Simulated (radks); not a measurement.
**Cu⁺ in [Ne] 3s2 3p4 3d10 4p2: an all-electron calculation**

What are the levels of the copper ion Cu+, how large are its shells, and how does its energy divide?

The numbers are computed with radks (a radial shooting solver on a logarithmic mesh, Libxc functionals) version 1 (scalar-relativistic Kohn-Sham, SCAN, spin-polarised, spherical densities, finite nucleus; open shells are filled with parallel spins first), except any that are marked as measured or tabulated.

### Step 1. The atom as given

| Item | Value |
| --- | --- |
| element | copper (Z = 29) |
| charge | +1 |
| electrons | 28 |
| configuration | [Ne] 3s2 3p4 3d10 4p2 |
| nuclear rms radius | 3.8823 fm |

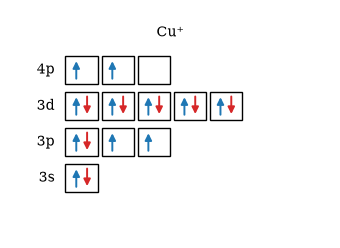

Outer shells as boxes.

### Step 2. Self-consistent calculation

Settings of this run:

```text
Z 29
configuration [Ne] 3s2 3p4 3d10 4p2 4s0 4d0
relativity scalar-relativistic
functional scan,scan
spin polarised
nucleus finite rms 3.8823 fm
c 137.035999084
```

Launch:

```console
$ python run_ks.py task.json out
```

This one command runs every case of the session in turn.

Q: Predict the outcome of this run.

As calculated:

```
                        quantity                   value
                    total energy     -1648.94675 hartree
exchange-correlation share of it                  4.04 %
                            −T/E                  1.0149
          highest occupied level       4p up, -11.260 eV
    most extended occupied level  4p up, <r> = 2.77 bohr
 radius at density 0.001 e/bohr³               4.26 bohr
    maxima of the radial density                       3
```

**Reading.** 4 principal shells are occupied and 3 maxima appear in the radial density; where shells overlap, one shows as a shoulder or not at all. Relativity lifts −T/E to 1.015. This is not the tabulated ground configuration, so its levels and sizes aren't those of the ground state, and no measured value stands beside it.
